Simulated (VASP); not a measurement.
Band structure of Li₂S (antifluorite). Level of theory: MS2 meta-GGA, VASP's PBE PAW potentials (set 64) (plane waves; VASP 6.6.1).

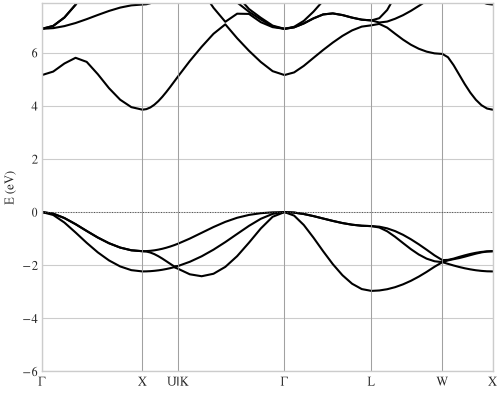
*Bands along high-symmetry lines, zero at the valence-band maximum or, without a gap, the Fermi level*

**Question.** Read the plot: is there a gap, and where are the band edges?

**Answer.** The gap is indirect, 3.85 eV, from the valence maximum at Γ to the conduction minimum at X.

The compound is Li2S in the antifluorite structure. It was relaxed first.
